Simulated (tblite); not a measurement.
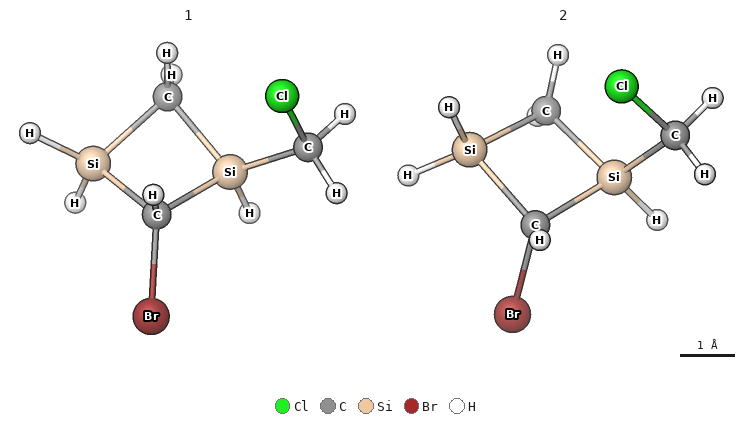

Two geometries of C$_{3}$H$_{8}$BrClSi$_{2}$, drawn at one scale. One is the start of a relaxation, the other its converged end. Style: ball-and-stick. Shown at a tilt.

These are results of GFN2-xTB geometry optimisation, gas phase (tblite), not measurements. 

Question: Which geometry has the lower energy?

Answer: Structure 2 is the relaxed one. The largest moves after the best rigid fit, 1.31 Å, are those of H atoms. Largest moves by element: H 1.31 Å, Br 1.12 Å, Cl 0.69 Å, Si 0.49 Å, C 0.47 Å. Among the contacts that change: C–Si 1.830 → 1.909 Å, Br–C 1.919 → 1.970 Å, C–Si 1.877 → 1.915 Å, H–Si 1.497 → 1.459 Å. Bond angles that change, for instance: Br–C–H 113.2° → 104.7°, C–Si–H 112.1° → 119.9°, Si–C–Si 84.8° → 92.5°. Groups turn about C–Si by about 45°, C–Si by about 40°, C–Si by about 40°. The energy falls by 9.76 kcal/mol in 109 geometry steps. The run took 1 s on 1 thread of Arm Neoverse V1, with other jobs on the host.
